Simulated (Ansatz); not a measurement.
# triplet SnCl2: levels of theory compared

We compute a comparison of 6 runs (U-r2SCAN/def2-SVP, UB2PLYP/def2-SVP, UB3LYP/def2-SVP, UPBE0/def2-SVP, UMP2/def2-SVP, UCCSD(T)/def2-SVP) of triplet SnCl2. 

The results are computed with Ansatz 0.2.0.

32 further runs of the same task are left out: 32 set aside as unsound or not needed.

## 1. Starting point

The species is SnCl2 (3 atoms), meant as a triplet with charge 0. As SMILES of the parent species, `[Cl][Sn][Cl]`. The coordinates come from a PBE0-D4/def2-TZVP relaxation. That shape belongs to the parent species and isn't relaxed for this state.

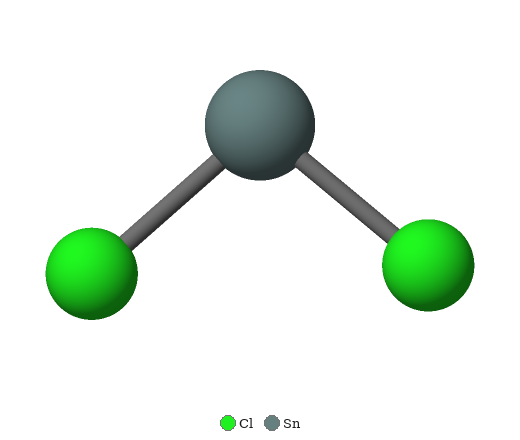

The structure, seen from a chosen angle (chlorine green, tin teal).

## 2. The energy at U-r2SCAN/def2-SVP (core potential) (run 1)

File run.yaml:

```yaml
crystal:
  periodic: [false, false, false]
  atoms:
    - symbol: Cl
      position_ang: [1.154200, 1.220700, 0.756000]
    - symbol: Sn
      position_ang: [-0.796900, 0.518900, -0.376600]
    - symbol: Cl
      position_ang: [-0.368200, -1.804500, -0.392600]
basis:
  gaussian: {orbitals: def2-SVP}
magnetization: {spin_polarized: true, initial_magnetization: 2}
hamiltonian: {xc: {name: r2SCAN}}
accuracy: high
output: {orbitals: {seedname: orbitals}}
```

Run with:

```bash
$ ansatz run run.yaml --threads 1 --pin off --max-ram 3480MiB --events-out events.jsonl --progress --plain --runs-dir runs
```

Standard output:

```text
Warning: RAYON_NUM_THREADS=1 ignored (pool sized by the plan → 1); use --threads N
Functional definition: r2SCAN
  name "r2SCAN"
  parameter k0 = 0.174
  parameter k1 = 0.065
  parameter a1 = 4.9479
  exchange = r2scan_x(k0 = k0, k1 = k1, a1 = a1)
  correlation = r2scan_c
1269 factors; integrals over basis functions are off by at most 6.3e-9 eV
mean field evaluation 1: about -30869.1282 eV, gradient 9.2e0 eV
mean field evaluation 2: about -30867.8074 eV, gradient 1.6e1 eV
mean field evaluation 4: about -30869.6594 eV, gradient 6.2e-1 eV
mean field evaluation 8: about -30869.6601 eV, gradient 6.0e-2 eV
mean field evaluation 16: about -30869.6602 eV, gradient 5.2e-6 eV
mean field evaluation 32: about -30869.6602 eV, gradient 8.0e-5 eV
mean field evaluation 64: about -30867.2262 eV, gradient 8.5e0 eV
mean field -30869.66015803 eV, -1134.4390866003 hartree, gradient 7.9e-8 eV, S^2 2.004757; 7 other end points of the search recorded, 0 dependent functions left out
reference -30869.66016081 eV, -1134.4390867025 hartree; 29, 27 occupied and 33, 35 virtual orbitals, 1269 factors
Total energy: -30869.66016081 eV, -1134.4390867025 hartree
```

Run time: 74 s. Hardware: 1 thread of Arm Neoverse V1, shared host; peak memory 0.34 GiB.

## 3. A single-point energy at UB2PLYP/def2-SVP (core potential) (run 2)

File input.yaml:

```yaml
crystal:
  periodic: [false, false, false]
  atoms:
    - {symbol: Cl, position_ang: [1.154200, 1.220700, 0.756000]}
    - {symbol: Sn, position_ang: [-0.796900, 0.518900, -0.376600]}
    - {symbol: Cl, position_ang: [-0.368200, -1.804500, -0.392600]}
basis:
  gaussian: {orbitals: def2-SVP}
magnetization: {spin_polarized: true, initial_magnetization: 2}
hamiltonian: {xc: {name: B2PLYP}}
correlation: {frozen_orbitals: {Cl: 5, Sn: 4}}
accuracy: high
output: {orbitals: {seedname: orbitals}}
```

Run with:

```bash
$ ansatz run input.yaml --threads 1 --pin off --max-ram 3480MiB --events-out events.jsonl --progress --plain --runs-dir runs
```

Standard output (excerpt; [...] marks lines left out):

```text
Warning: RAYON_NUM_THREADS=1 ignored (pool sized by the plan → 1); use --threads N
Functional definition: B2PLYP
  name "B2PLYP"
[...]
1269 factors; integrals over basis functions are off by at most 6.3e-9 eV
[...]
mean field -30850.32603425 eV, -1133.7285706568 hartree, gradient 4.1e-8 eV, S^2 2.009609; 0 other end points of the search recorded, 0 dependent functions left out
14 core orbitals not correlated: weight in the atoms' cores, before any rotation towards them, 1.000 or more for the frozen orbitals, at most 0.000 for the correlated occupied ones
reference -30850.32605357 eV, -1133.7285713666 hartree; 15, 13 occupied and 33, 35 virtual orbitals, 1269 factors
second order -11.23948414 eV of doubles, -0.00000000 eV of singles
Total energy: -30853.36071429 eV, -1133.8400930911 hartree
```

Run time: 12 s. Hardware: 1 thread of Arm Neoverse V1, shared host; peak memory 0.28 GiB.

## 4. A single-point energy at UB3LYP/def2-SVP (core potential) (run 3)

File run.yaml:

```yaml
basis:
  gaussian:
    orbitals: def2-SVP
crystal:
  periodic: [false, false, false]
  atoms:
    - {symbol: Cl, position_ang: [1.154200, 1.220700, 0.756000]}
    - {symbol: Sn, position_ang: [-0.796900, 0.518900, -0.376600]}
    - {symbol: Cl, position_ang: [-0.368200, -1.804500, -0.392600]}
accuracy: high
hamiltonian:
  xc: {name: B3LYP}
magnetization:
  spin_polarized: true
  initial_magnetization: 2
output: {orbitals: {seedname: orbitals}}
```

Run with:

```bash
$ ansatz run run.yaml --threads 1 --pin off --max-ram 3480MiB --events-out events.jsonl --progress --plain --runs-dir runs
```

Standard output:

```text
Warning: RAYON_NUM_THREADS=1 ignored (pool sized by the plan → 1); use --threads N
Functional definition: B3LYP
  name "B3LYP"
  parameter a0 = 0.2
  parameter ax = 0.72
  parameter ac = 0.81
  exchange = (1 - a0 - ax)*slater_x + ax*b88_x + a0*exact_x
  correlation = (1 - ac)*vwn_rpa_c + ac*lyp_c
1269 factors; integrals over basis functions are off by at most 6.3e-9 eV
mean field evaluation 1: about -30870.7926 eV, gradient 1.0e1 eV
mean field evaluation 2: about -30869.7072 eV, gradient 1.7e1 eV
mean field evaluation 4: about -30871.5039 eV, gradient 4.3e-1 eV
mean field evaluation 8: about -30871.5489 eV, gradient 2.2e-2 eV
mean field evaluation 16: about -30871.5489 eV, gradient 3.2e-5 eV
mean field -30871.54893807 eV, -1134.5084979867 hartree, gradient 3.6e-8 eV, S^2 2.004048; 2 other end points of the search recorded, 0 dependent functions left out
reference -30871.54896828 eV, -1134.5084990970 hartree; 29, 27 occupied and 33, 35 virtual orbitals, 1269 factors
Total energy: -30871.54896828 eV, -1134.5084990970 hartree
```

It took 9.9 s on 1 thread of Arm Neoverse V1, shared host; peak memory 0.28 GiB.

Runs 4 to 5 aren't shown in full; the table further down has their settings and results.

## 5. The energy at UCCSD(T)/def2-SVP (core potential) (run 6)

File job.yaml:

```yaml
basis:
  gaussian:
    orbitals: def2-SVP
crystal:
  periodic: [false, false, false]
  atoms:
    - {symbol: Cl, position_ang: [1.154200, 1.220700, 0.756000]}
    - {symbol: Sn, position_ang: [-0.796900, 0.518900, -0.376600]}
    - {symbol: Cl, position_ang: [-0.368200, -1.804500, -0.392600]}
scf:
  omitted_lower_state_checks: [cluster_reference, increment]
correlation:
  method: ccsd_t
  frozen_orbitals: {Cl: 5, Sn: 4}
accuracy: high
magnetization:
  spin_polarized: true
  initial_magnetization: 2
```

Run with:

```bash
$ ansatz run job.yaml --threads 1 --pin off --max-ram 3480MiB --events-out events.jsonl --progress --plain --runs-dir runs
```

Standard output:

```text
Warning: RAYON_NUM_THREADS=1 ignored (pool sized by the plan → 1); use --threads N
[... 12 lines left out ...]
14 core orbitals not correlated: weight in the atoms' cores, before any rotation towards them, 1.000 or more for the frozen orbitals, at most 0.000 for the correlated occupied ones
[... 25 lines left out ...]
Total energy: -30815.71691962 eV, -1132.4567091530 hartree
Checks for a lower state left out: cluster_reference, increment
```

Run time: 9 s. Hardware: 1 thread of Arm Neoverse V1, shared host; peak memory 0.3 GiB.

## 6. The series

```
run                               level  frozen core orbitals   energy (Eh)  HOMO energy (eV)   ⟨S²⟩  wall time
  1  U-r2SCAN/def2-SVP (core potential)                     –  -1134.439087             -4.43  2.005       74 s
  2   UB2PLYP/def2-SVP (core potential)                    14  -1133.840093             -5.95  2.010       12 s
  3    UB3LYP/def2-SVP (core potential)                     –  -1134.508499             -4.72  2.004      9.9 s
  4     UPBE0/def2-SVP (core potential)                     –  -1134.116234             -5.13  2.005        9 s
  5      UMP2/def2-SVP (core potential)                    14  -1132.416058                 –  2.012        2 s
  6  UCCSD(T)/def2-SVP (core potential)                    14  -1132.456709                 –  2.012        9 s
```

## 7. What came out

| quantity | value |
| --- | --- |
| run 6: total energy | -1132.45671 Eh |
| run 6: correlation energy (14 core orbitals frozen) | -370.7 mEh |
| run 6: (T) correction | -9.27 mEh |
| run 6: ⟨S²⟩ of the reference determinant | 2.012 |
| run 6: T1 diagnostic | 0.015 |

Totals of different functionals can't be ranked against each other. All runs together took 1.9 min, the longest 74 s.
